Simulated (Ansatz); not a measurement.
# Li (P6/mmm, 3 atoms in the cell): phonons and vibrational spectra, part 2 of 2

How does Li (P6/mmm, 3 atoms in the cell) vibrate, and is this structure a minimum?

Ansatz 0.2.0; DFT PBEsol+D4, scalar-relativistic, plane waves, PAW.

So far. Step 3 (Relaxing to small forces for the phonons): The forces vanish by symmetry and the pressure is 0.000 GPa, within the tolerances set. The cell now holds 20.10 Å³/atom. The relaxed cell has a = 4.915, c = 2.882 Å (conventional setting).

This is not the structure that Li takes at ambient pressure and room temperature (bcc); it is a model or a phase of other conditions.

## 4. Linear response at the zone centre

The zone centre comes first: it holds the modes that light can see, as far as symmetry allows. No field response is asked, since the mesh shows no gap.

File input.yaml:

```yaml
crystal:
  lattice:
    - [4.9149310094, 0.0, 0.0]
    - [-2.4574655047, 4.256455112, 0.0]
    - [0.0, 0.0, 2.8822033485]
  atoms:
    - { symbol: Li, position: [0.0, 0.0, 0.0] }
    - { symbol: Li, position: [0.6666666667, 0.3333333333, 0.5] }
    - { symbol: Li, position: [0.3333333333, 0.6666666667, 0.5] }
kpoints:
  mp_grid: { grid: [10, 10, 16] }
hamiltonian:
  xc: pbesol
  dispersion: d4
scf:
  occupations: { method: methfessel_paxton, width: 0.15 }
output:
  eigenvalues: true
phonons:
  method: dfpt
```

Run with:

```bash
$ ansatz run input.yaml --threads 4 --pin off --max-ram 7168MiB --backend cpu --events-out ev --progress --plain --runs-dir out
```

Numbers of over 12 decimals in the logs are rounded to 6 here.

Log:

```text
zone centre: on kpoints.mp_grid the ground state, and the responses unless they are solved on pairs of k-points, stand on 279 of the mesh's 1600 k-points, reduced under 4 symmetry operations, with k and −k counted as one. Each operation leaves every solved displacement unchanged or reverses it
[...]
Crystal: 3 atoms, lattice volume = 60.296 Å³
Basis set: ecut = 420 eV, 1155 PW (Γ), exchange–correlation on 72×72×40 points (8 copies of the dense FFT grid, shifted against one another)
Bands: 9, of which v1, the nominal top of the filled ones, is band 5 counted from 1 (4 counted from 0)
Symmetry: 24 space group operations
k-points: 279 of 1600 (irreducible under 4 space group operations, time reversal used)
[...]
SCF iter   1: F=—  HF=-608.994212 eV  |F-HF|=—  |Δ(HF+E_count)|=         —  Δρ=1.77e-3  dr2=1.84e-3  ethr=1.77e-3  ⟨swp⟩=4.0  Hψ=14574  notcnv=0
[...]
SCF iter   7: F=-608.991923 eV  HF=-608.991923 eV  |F-HF|=0.00e0  |Δ(HF+E_count)|=  3.76e-11  S|Δr|=    0.00e0  Δρ=1.50e-8  dr2=1.42e-13  ethr=1.00e-12  ⟨swp⟩=4.8  Hψ=8431  notcnv=0
SCF 1 converged in 7 iterations: F = -608.991923 eV  dr2 = 1.42e-13
[...]
DFPT response loops at Γ: preconditioner auto → Kerker (q_TF=auto, 1.987 Å⁻¹) (partly filled bands, converged f_vac=0.000); β = 1.00, the filter's whole step (`scf.mixing.beta` (0.50) is not read by the response loops under this deck's `scf.mixing.preconditioner`; to damp them name `kerker` or `kerker_dos`, under which they read `scf.mixing.beta`, and type it under 1.00, their step now; both keys bind the ground state too); Broyden in place of MSR1
SCF converged after 7 iterations
[...]
Free energy (F): -608.991923 eV
[...]
Internal energy: -608.991368 eV  (E = F + TS)
E sigma→0 (E₀):  -608.991785 eV
Entropy (-TS):   -0.000555 eV (-0.185 meV/atom)
Fermi energy:    1.066893 eV
Step filling:    the computed levels leave a gap of 0.0000 eV = 0.0 smearing widths at the electron count; against every level under it full and every level over it empty, smearing changes F+E_penalty+E_count by +0.548 meV and its σ→0 estimate by +0.687 meV
[...]
--- Band table (eV; the first three rows and the last of 279) ---
[...]
--- Phonons (Γ-DFPT): 4 representative perturbations + reference, on 279 of 1600 k-points (Σ response iterations 12) ---
  k mesh reduced under 4 symmetry operations, with k and −k counted as one. Each operation leaves every solved displacement unchanged or reverses it
  ASR residual: 3.212e-6 → 0.000e0 eV/Å²; symmetrization residual: 6.506e-8 eV/Å²
  pairwise dispersion correction: d4 (s6 = 1.0, s8 = 1.71885698, s9 = 1.0, a1 = 0.47901421, a2_bohr = 5.96771589), with the weights of each atom's references fixed at the reference crystal's, and the forces and stress that the weights' published response gives there kept as a pressure on the atom's counted neighbours (hamiltonian.dispersion)
  ASR residual per site (eV/Å²): 3.21e-6 1.96e-6 1.96e-6
  Γ frequencies (cm⁻¹): -100.62 0.00 0.00 0.00 170.11 272.47 272.47 308.85 308.85
  non-analytic LO–TO correction: not included (Born effective charges unavailable; polar crystals: no LO–TO splitting at Γ)
```

The job ended after 27 s (4 threads of Arm Neoverse N1, shared host; peak memory 0.7 GiB; 79 s of CPU time).

Reading the cycles: dr2 is the Hartree energy of the density residual (eV), the measure of convergence; HF is the Harris–Foulkes estimate of the energy, which meets the free energy F at convergence.

Numbers from this step:

```
sum-rule residual before enforcement                    : 3.21e-6 eV/Å²
point group                                             : 6/mmm
highest optical mode at the zone centre (no LO-TO term) : 308.9 cm⁻¹
lowest optical zone-centre mode                         : -100.6 cm⁻¹
```

Patterns of degenerate modes are one choice out of their space. Modes at Γ (negative means imaginary):

```csv
mode,frequency (cm⁻¹),symmetry
1,-100.6,B1g
2,0.0,acoustic
3,0.0,acoustic
4,0.0,acoustic
5,170.1,A2u
6,272.5,E1u
7,272.5,E1u
8,308.9,E2g
9,308.9,E2g
```

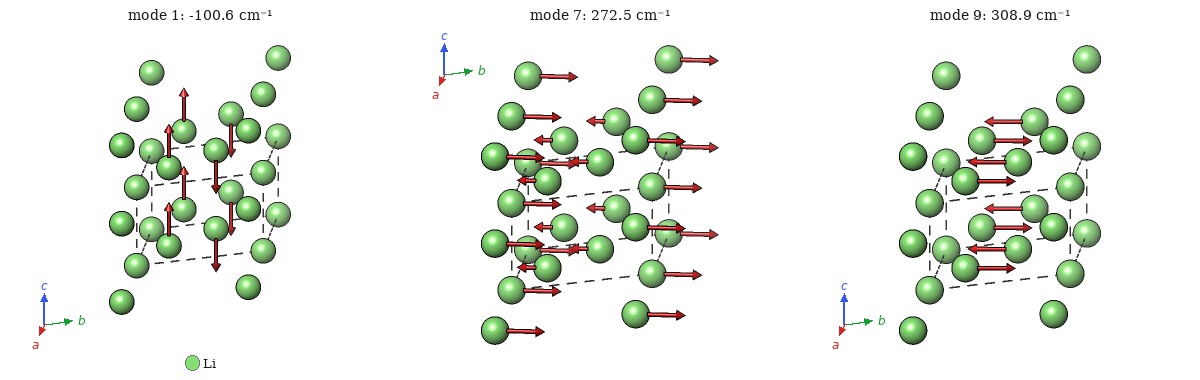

Displacement patterns of modes 1, 7 and 9 at Γ; arrows are exaggerated. 2×1×2 cells are drawn. Some periodic images of atoms are drawn too.

Before it was imposed, the acoustic sum rule was missed by 3.2e-6 eV/Å². Small misses are needed for a sound result but don't prove that mesh and cutoff are converged. The lowest optical mode is imaginary, 100.6i cm⁻¹, so the energy falls along it.

## 5. Response at finite wavevector

Stability and thermal properties need the whole zone. Linear response on a 2×2×4 q mesh gives force constants as far as a supercell of that size would.

Edit input.yaml of step 4 so:

```diff
@@ -20 +20,9 @@
   method: dfpt
+  qmesh: [2, 2, 4]
+  temperatures: { t_max: 1000, t_step: 50 }
+  qpath:
+    path:
+      - [[0.0, 0.0, 0.0], [0.5, 0.0, 0.0], [0.33333333, 0.33333333, 0.0], [0.0, 0.0, 0.0], [0.0, 0.0, 0.5], [0.5, 0.0, 0.5], [0.33333333, 0.33333333, 0.5], [0.0, 0.0, 0.5]]
+      - [[0.5, 0.0, 0.5], [0.5, 0.0, 0.0]]
+      - [[0.33333333, 0.33333333, 0.5], [0.33333333, 0.33333333, 0.0]]
+    npoints: 10
```

Log:

```text
[...]
Crystal: 3 atoms, lattice volume = 60.296 Å³
Basis set: ecut = 420 eV, 1155 PW (Γ), exchange–correlation on 72×72×40 points (8 copies of the dense FFT grid, shifted against one another)
Bands: 9, of which v1, the nominal top of the filled ones, is band 5 counted from 1 (4 counted from 0)
Symmetry: 24 space group operations
k-points: 126 of 1600
[...]
SCF iter   1: F=—  HF=-608.994209 eV  |F-HF|=—  |Δ(HF+E_count)|=         —  Δρ=1.77e-3  dr2=1.84e-3  ethr=1.77e-3  ⟨swp⟩=4.0  Hψ=6589  notcnv=0
[...]
SCF iter   7: F=-608.991923 eV  HF=-608.991923 eV  |F-HF|=2.27e-13  |Δ(HF+E_count)|=  3.75e-11  S|Δr|=    0.00e0  Δρ=1.53e-8  dr2=1.50e-13  ethr=1.00e-12  ⟨swp⟩=4.8  Hψ=3841  notcnv=0
SCF 1 converged in 7 iterations: F = -608.991923 eV  dr2 = 1.50e-13
[...]
phonons: the bands overlap, so this run is a metal and interpolates without the dipole-dipole term. If the crystal is really an insulator or semiconductor, its LO-TO splitting is missing
NSCF: frozen V_eff on 126 k-points
[...]
DFPT response loops at q = (0, 0, 0) (fractional): preconditioner auto → Kerker (q_TF=auto, 1.987 Å⁻¹) (partly filled bands, converged f_vac=0.000); β = 1.00, the filter's whole step (`scf.mixing.beta` (0.50) is not read by the response loops under this deck's `scf.mixing.preconditioner`; to damp them name `kerker` or `kerker_dos`, under which they read `scf.mixing.beta`, and type it under 1.00, their step now; both keys bind the ground state too); Broyden in place of MSR1
[...]
SCF converged after 7 iterations
[...]
Free energy (F): -608.991923 eV
[...]
Internal energy: -608.991368 eV  (E = F + TS)
E sigma→0 (E₀):  -608.991785 eV
Entropy (-TS):   -0.000555 eV (-0.185 meV/atom)
Fermi energy:    1.066893 eV
[...]
--- Band table (eV; the first three rows and the last of 126) ---
[...]
--- Phonons (Γ-DFPT): 4 representative perturbations + reference (Σ response iterations 12) ---
  ASR residual: 3.279e-6 → 0.000e0 eV/Å²; symmetrization residual: 7.019e-8 eV/Å²
[...]
ASR residual per site (eV/Å²): 3.28e-6 2.03e-6 2.03e-6
  Γ frequencies (cm⁻¹): -100.62 0.00 0.00 0.00 170.11 272.47 272.47 308.85 308.85
--- Phonons (arbitrary-q DFPT): 6 irreducible q on the 2×2×4 mesh ---
  q = [0.0000, 0.0000, 0.0000] (star 1, of the zone-centre solve; hermiticity 9.16e-8, symmetrization 4.97e-13): -100.62 -0.00 -0.00 0.00 170.11 272.47 272.47 308.85 308.85
  q = [0.0000, 0.0000, 0.2500] (star 2, 4 solved perturbations in 1440 linear systems a pass and spin channel, the states on 496 of 1600 k-point pairs; hermiticity 1.20e-7, symmetrization 6.61e-13): 60.06 60.06 204.17 219.09 256.81 256.81 289.17 309.43 309.43
[...]
q = [0.0000, -0.5000, 0.0000] (star 3, 6 solved perturbations on 279 of 1600 k-point pairs; hermiticity 6.77e-7, symmetrization 3.21e-14): -64.66 57.90 141.93 159.83 164.03 190.85 231.11 263.41 329.80
[...]
sum rule: each row above includes the acoustic sum rule's correction from the zone centre's row sums; it moved no ω² by more than (0.36 cm⁻¹)²
  mesh force constants: q→R imaginary residual 7.15e-18; ASR residual 3.279e-6 → 0.000e0 eV/Å²; symmetrization residual 8.882e-16 eV/Å²
  interpolated dispersion: 93 rows × 9 modes
  density of states and harmonic sums: on the 16×16×24 q-mesh, interpolated from the force constants of a 2×2×4 supercell (no non-analytic term)
  largest difference from the sums on the solved wave vectors: F 5.77e-2 eV, S 8.31e-5 and C_V 2.57e-5 eV/K
  zero-point energy: 0.120389 eV/cell   skipped modes (ω ≤ 0): 74, of them read as no rigid motion or as one in doubt: 71 (1.423e-1 modes/cell left out, lowest -100.62 cm⁻¹)   left out of the sums: 1.59e-2 of the cell's modes: C_V's classical limit lies that fraction below 3 k_B per atom; for a crystal, a wire or a layer, F and S can be off by more, and a phonons.interpolated_qmesh denser along its periods is the remedy for the sampling
```

Wall time 3 min (4 threads); peak memory 0.88 GiB.

Numbers from this step:

```yaml
sum_rule_residual_before_enforcement: 3.28e-6 eV/Å²
lowest_frequency_on_the_path: -100.6 cm⁻¹
highest_frequency_on_the_path_or_at_a_solved_wavevector: 358.1 cm⁻¹
lowest_mode_on_the_q_mesh_acoustic_modes_at_gamma_apart: -100.6 cm⁻¹
```

Frequencies (cm⁻¹) solved at each irreducible wavevector; negative means imaginary. Frequencies by wavevector, by row:

```csv
q in reciprocal lattice units,star,mode 1,mode 2,mode 3,mode 4,mode 5,mode 6,mode 7,mode 8,mode 9
0 0 0,1,-100.6,0,0,0,170.1,272.5,272.5,308.9,308.9
0 0 0.25,2,60.1,60.1,204.2,219.1,256.8,256.8,289.2,309.4,309.4
0 0 -0.5,1,146,146,232.7,232.7,303.6,332.6,332.6,339.9,345.2
0 -0.5 0,3,-64.7,57.9,141.9,159.8,164,190.8,231.1,263.4,329.8
0 -0.5 0.25,6,137.5,139.9,199,212.9,214.7,242.6,250,293.7,323.5
0 -0.5 -0.5,3,74.6,151.4,176.5,207.2,236.4,313.6,314.2,324.2,346
```

Interpolated from a 2×2×4 q mesh. Phonon branches along the path, in cm⁻¹:

```csv
point,branch 1,branch 2,branch 3,branch 4,branch 5,branch 6,branch 7,branch 8,branch 9
Γ,-101,0,0,0,170,272,272,309,309
M,-65,58,142,160,164,191,231,263,330
K,8,8,136,139,169,169,273,273,307
Γ,-101,0,0,0,170,272,272,309,309
A,146,146,233,233,304,333,333,340,345
L,75,151,176,207,236,314,314,324,346
H,-2,173,173,223,223,286,313,313,358
A,146,146,233,233,304,333,333,340,345
jump to L,75,151,176,207,236,314,314,324,346
M,-65,58,142,160,164,191,231,263,330
jump to H,-2,173,173,223,223,286,313,313,358
K,8,8,136,139,169,169,273,273,307
```

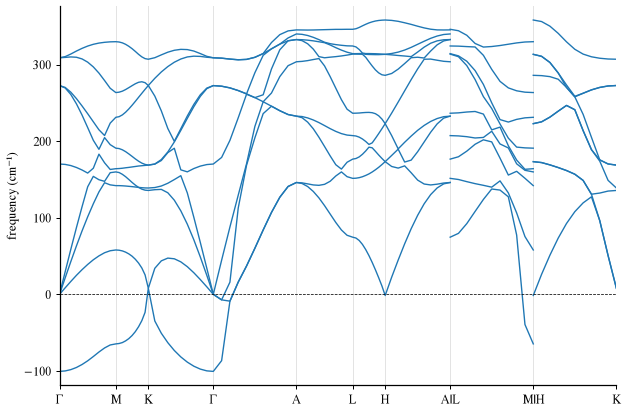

Phonon branches along the path.

The phonon density of states has structure finer than the step of the table below, so its rows give means over 20 cm⁻¹, whole bins alone (the curve runs from -102 to 358 cm⁻¹). Peaks (cm⁻¹: height): 157.5: 0.038, 197.5: 0.0435, 322.5: 0.0778.

Tetrahedra on a 16×16×24 mesh, mean over bins of 5 cm-1. Interpolated from a 2×2×4 q mesh. The phonon density of states by wavenumber; means over each step:

```csv
wavenumber (cm⁻¹),phonon density of states (1/cm⁻¹/cell)
-80,0.00159
-60,0.00219
-40,0.00141
-20,9.7e-4
0,9.6e-4
20,0.00151
40,0.00412
60,0.00866
80,0.0125
100,0.0204
120,0.0215
140,0.0281
160,0.0333
180,0.0354
200,0.0397
220,0.0343
240,0.0299
260,0.0237
280,0.0289
300,0.0436
320,0.0571
340,0.0164
```

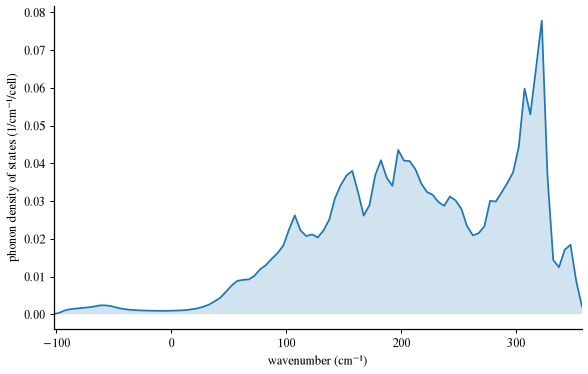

Phonon density of states against wavenumber.

Symmetry leaves 6 wavevectors to solve. The lowest mode among them, the acoustic zeros apart, lies at Γ and is imaginary, 100.6i cm⁻¹, so the energy falls along it.

## 6. Isotope substitution

An isotope changes the mass and not the force constants, so no new electronic calculation is needed; the shifts show which modes move this element.

The same force constants with the mass of Li changed from 6.940 to 6.015 u (phonopy, no LO-TO term). Both lists are sorted by frequency. Modes under 3 cm⁻¹ are left out. Isotope shifts, by row:

```csv
q,rank,natural mass (cm⁻¹),changed mass (cm⁻¹)
0 0 0,1,-100.6,-108.1
0 0 0,5,170.1,182.7
0 0 0,6,272.5,292.7
0 0 0,7,272.5,292.7
0 0 0,8,308.9,331.7
0 0 0,9,308.9,331.7
0 0 0.25,1,60.06,64.51
0 0 0.25,2,60.06,64.51
0 0 0.25,3,204.2,219.3
0 0 0.25,4,219.1,235.3
0 0 0.25,5,256.8,275.8
0 0 0.25,6,256.8,275.8
0 0 0.25,7,289.2,310.6
0 0 0.25,8,309.4,332.4
0 0 0.25,9,309.4,332.4
0 0 -0.5,1,146,156.8
0 0 -0.5,2,146,156.8
0 0 -0.5,3,232.7,249.9
0 0 -0.5,4,232.7,249.9
0 0 -0.5,5,303.6,326.1
0 0 -0.5,6,332.6,357.2
0 0 -0.5,7,332.6,357.2
0 0 -0.5,8,339.9,365.1
0 0 -0.5,9,345.2,370.8
0 -0.5 0,1,-64.66,-69.45
0 -0.5 0,2,57.9,62.19
0 -0.5 0,3,141.9,152.4
0 -0.5 0,4,159.8,171.7
0 -0.5 0,5,164,176.2
0 -0.5 0,6,190.8,205
0 -0.5 0,7,231.1,248.2
0 -0.5 0,8,263.4,282.9
0 -0.5 0,9,329.8,354.2
```

With one element every mode shifts by +7.41 %.

## 7. Outcome

```json
{
  "space group after relaxation (within 0.01 Å)": "P6/mmm",
  "volume per atom": "20.1 Å³",
  "electronic character": "no gap on this mesh",
  "highest optical mode at the zone centre (no LO-TO term)": "309 cm⁻¹",
  "lowest optical zone-centre mode": "-101 cm⁻¹",
  "lowest mode on the q mesh (acoustic modes at Γ apart)": "-101 cm⁻¹",
  "highest frequency on the path or at a solved wavevector": "358 cm⁻¹",
  "imaginary modes on the 2×2×4 q mesh": "yes"
}
```

**Reading.** Modes are clearly imaginary (beyond 10i cm⁻¹) at 2 of the 6 irreducible wavevectors, most at Γ (100.6i cm⁻¹), so this structure is not a minimum of the energy. The optical modes at Γ span -101 to 309 cm⁻¹ (negative means imaginary). With no gap, or one that is small against the smearing, the frequencies hang on the k mesh and the smearing, most of all near Kohn anomalies. In the phonons the program treats the change of the C6 weights of the dispersion term with coordination only in part. These are harmonic frequencies at zero temperature: anharmonic shifts, linewidths and thermal expansion are left out.

[Logs are printed without paths, hosts, clocks, repeated set-up lines and the standing remarks that a program may print on its own settings, such as how far it seeks lower states.]

[Hosts, paths, dates, database ids (printed as entryN), source tags and the programs' standing remarks are cut or masked in the printed files.]
